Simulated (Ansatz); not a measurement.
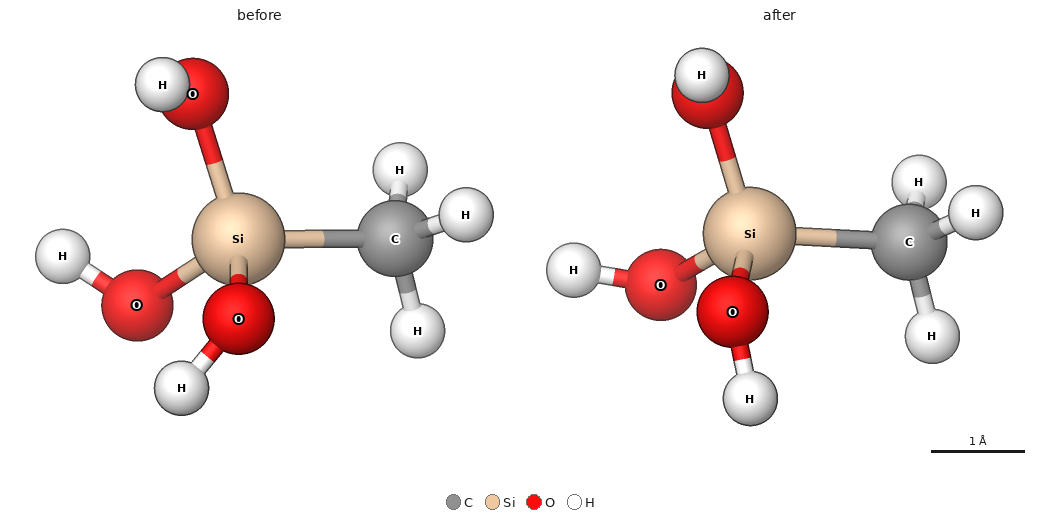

The structure of CH$_{6}$O$_{3}$Si before (left) and after (right) a relaxation, at one scale.

A ball-and-stick model, seen at a tilt.

The start comes from PBE-D4/def2-SVP.

All numbers below come from RKS PBE0-D4/def2-TZVP (Ansatz).

Input
```yaml
crystal:
  periodic: [false, false, false]
  atoms:
    - {symbol: C, position_ang: [-1.025604, 1.146310, 0.254427]}
    - {symbol: Si, position_ang: [0.195841, -0.224080, -0.035301]}
    - {symbol: O, position_ang: [0.212096, -1.270120, 1.279549]}
    - {symbol: O, position_ang: [1.749035, 0.391123, -0.229974]}
    - {symbol: O, position_ang: [-0.232642, -1.075884, -1.420321]}
    - {symbol: H, position_ang: [-0.646540, 1.852277, 1.020617]}
    - {symbol: H, position_ang: [-1.205756, 1.713196, -0.681360]}
    - {symbol: H, position_ang: [-1.995744, 0.739732, 0.605025]}
    - {symbol: H, position_ang: [1.114310, -1.448748, 1.598691]}
    - {symbol: H, position_ang: [2.139602, 0.158242, -1.090288]}
    - {symbol: H, position_ang: [-0.239298, -2.039149, -1.280465]}
basis:
  gaussian: {orbitals: def2-TZVP}
hamiltonian: {xc: pbe0, dispersion: d4}
relax: {f_tol: 0.005, max_steps: 150}
```

**Describe what moved and what it gained.**

The energy falls by 11.2 kJ/mol in 13 accepted moves (17 points after the start). The largest force component goes from 1 to 0.0032 eV/Å. The line search rejected the trial steps at points 3, 8, 10, 15 of the run. The atom that moves furthest after the best rigid fit is H10 (0.55 Å). By element the largest moves are H 0.55 Å, O 0.30 Å, Si 0.12 Å, C 0.10 Å. Among the contacts that change: Si2–O3 1.680 → 1.639 Å, Si2–O4 1.682 → 1.647 Å, C1–H6 1.109 → 1.092 Å, O3–H9 0.974 → 0.958 Å. Bond angles that change, for instance: Si2–O4–H10 112.7° → 117.9°, Si2–O5–H11 112.6° → 116.8°, O3–Si2–O4 108.0° → 103.8°. Groups turn about Si2–O4 by about 60°, Si2–O5 by about 35°, Si2–O3 by about 25°.
